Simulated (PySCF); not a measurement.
```json
{"atom": "C", "x (Å)": "-0.3555", "y (Å)": "1.4591", "z (Å)": "-0.0443"}
{"atom": "C", "x (Å)": "0.0516", "y (Å)": "0.0265", "z (Å)": "0.1448"}
{"atom": "C", "x (Å)": "1.3038", "y (Å)": "-0.3501", "z (Å)": "0.0806"}
{"atom": "N", "x (Å)": "2.4517", "y (Å)": "-0.6786", "z (Å)": "0.2772"}
{"atom": "C", "x (Å)": "-1.0381", "y (Å)": "-0.9974", "z (Å)": "0.2398"}
{"atom": "S", "x (Å)": "-1.4428", "y (Å)": "-1.4662", "z (Å)": "-1.4689"}
{"atom": "H", "x (Å)": "-0.9135", "y (Å)": "1.8013", "z (Å)": "0.8276"}
{"atom": "H", "x (Å)": "-1.0014", "y (Å)": "1.5459", "z (Å)": "-0.9182"}
{"atom": "H", "x (Å)": "0.5128", "y (Å)": "2.0981", "z (Å)": "-0.1817"}
{"atom": "H", "x (Å)": "3.0871", "y (Å)": "-0.9602", "z (Å)": "-0.4568"}
{"atom": "H", "x (Å)": "-1.9314", "y (Å)": "-0.5826", "z (Å)": "0.7053"}
{"atom": "H", "x (Å)": "-0.7230", "y (Å)": "-1.8965", "z (Å)": "0.7687"}
```

Geometry: GFN2-xTB.

These are results of PySCF, UKS B3LYP, pcH-1 on C H N S, non-relativistic, mean-field spin-orbit, GIAO, not measurements.

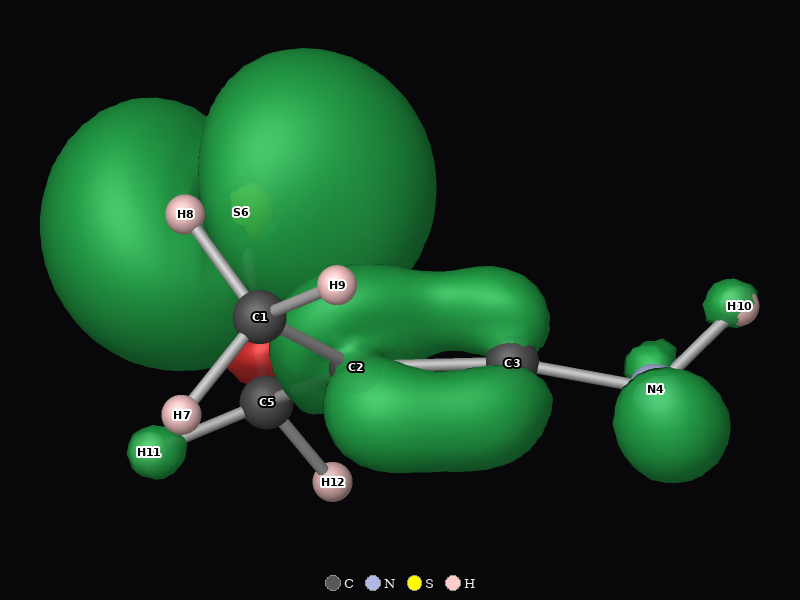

C$_{4}$H$_{6}$NS (doublet). Isosurfaces of the spin density at +0.015 (green) and −0.015 e/Å³ (red), seen from one side.

> Describe the spin distribution.

The unpaired spin (1 electron) lies mostly on S6 (about 0.8), in electrons by Hirshfeld's partition.
